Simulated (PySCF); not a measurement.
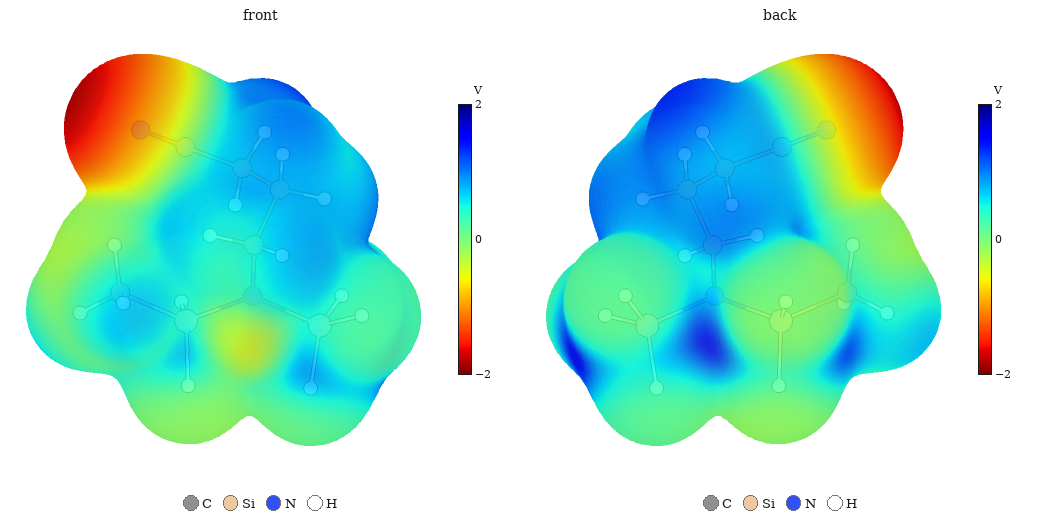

*C5H14N2Si2 (SMILES C[SiH2]N([SiH3])CCCC#N). The molecular electrostatic potential painted on the density surface at 0.002 e/bohr³, seen from the front and from behind; red is negative and blue positive.*

Geometry: GFN2-xTB.

The calculation used PBE0/pcSseg-1, SCF density, gas phase, non-relativistic (PySCF 2.14.0).

```xyz
23

C    -1.3195    2.3029    0.2111
Si   -1.5144    0.7313   -0.8209
N    -0.8714   -0.6624    0.0016
Si   -1.1723   -2.2674   -0.5918
C     0.0766   -0.5209    1.0896
C     1.5143   -0.8844    0.7058
C     2.0762    0.0318   -0.3862
C     2.2506    1.3737    0.1021
N     2.3925    2.4336    0.5075
H    -0.2816    2.6002    0.3260
H    -1.7495    2.1928    1.2025
H    -1.8355    3.1226   -0.2783
H    -0.8329    0.9089   -2.1182
H    -2.9324    0.4497   -1.0597
H    -2.5198   -2.2854   -1.1448
H    -0.2053   -2.6435   -1.6360
H    -1.0235   -3.1680    0.5528
H     0.0570    0.5056    1.4582
H    -0.2260   -1.1786    1.9129
H     1.5344   -1.9138    0.3433
H     2.1413   -0.8208    1.5984
H     1.3888    0.0552   -1.2360
H     3.0476   -0.3362   -0.7297
```

Question: Describe the electrostatic potential map.

Answer: The most negative region (about −1.8 V) lies over N9, the most positive (about +1.4 V) over Si2 and Si4. N9 is the likeliest acceptor of a hydrogen bond.
